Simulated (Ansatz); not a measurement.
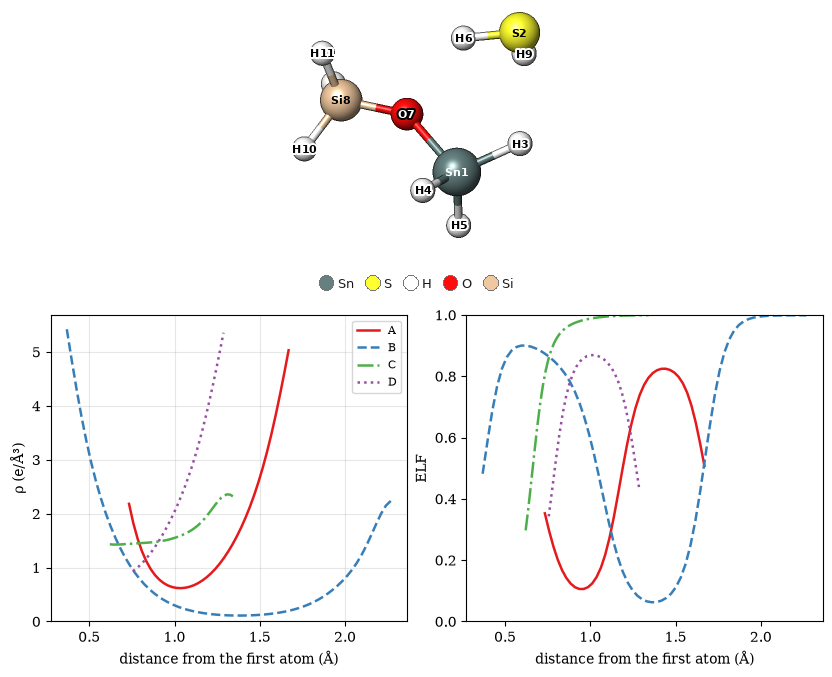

Figure. H₆OSiSn···H₂S. Electron density and electron localisation function along straight lines between neighbouring atoms. The curves leave out the atomic cores. The structure is drawn too.

Core potentials replace the inner electrons of Sn; not at a stationary point (largest force 0.8 eV/Å).

Method: RKS BHLYP-D4/def2-SVP in Ansatz.

```xyz
12

Sn   -1.1515   -1.0413   -0.8951
S     2.5283   -0.6201   -1.5190
H    -0.0737   -1.8006   -1.9393
H    -1.9047   -2.1223    0.1911
H    -2.2870   -0.0574   -1.7045
H     2.0044   -0.1578   -0.3642
O    -0.1304    0.2439    0.2876
Si   -0.2619    1.0675    1.6934
H     2.1599    0.4803   -2.1936
H    -1.6517    1.0598    2.2236
H     0.6211    0.4689    2.7267
H     0.1472    2.4792    1.4935
```

> Which curve belongs to which contact (O–H, Si–O, Sn–O and S–H)? The first atom named is at distance zero.

Curve A: Sn–O (2.02 Å): the density is about 0.62 e/Å³ at the midpoint; the ELF peaks at about 0.80 in the valence shell of O, 0.6 Å from its nucleus, and drops to about 0.10 between the two atoms. Curve B: O7···H6 (2.27 Å): the density falls to about 0.11 e/Å³ on the way; the ELF dips to about 0.05 between them. Curve C: S–H (1.34 Å): ρ is about 1.4 e/Å³ halfway; the ELF climbs to about 1 towards the hydrogen, as it does in any bond to H. Curve D: Si–O (1.63 Å): ρ at the midpoint is about 1.1 e/Å³; the ELF peaks at about 0.85 between the atoms; a shared but strongly polarised pair.
